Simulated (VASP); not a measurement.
Band structure of Ta₂O₅ (space group P2/m). Level of theory: PBEsol GGA, VASP's PBE PAW potentials (set 64) (plane waves; VASP).

Unless said otherwise, spin-orbit coupling is left out, though it shifts the bands of the heavy elements here.

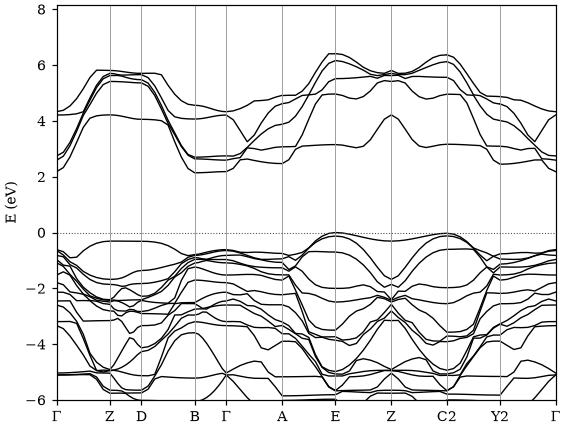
Fig. 1. Bands along high-symmetry lines, zero at the valence-band maximum or, without a gap, the Fermi level

**Question.** Read the plot: is there a gap, and where are the band edges?

**Answer.** The gap is indirect, 2.14 eV, from the valence maximum at E to the conduction minimum at B. (Edges off the drawn lines would not show.)

The structure comes from a computed database's Ta2O5 entry (P2/m); how it stands against other phases isn't given here. It was relaxed first.
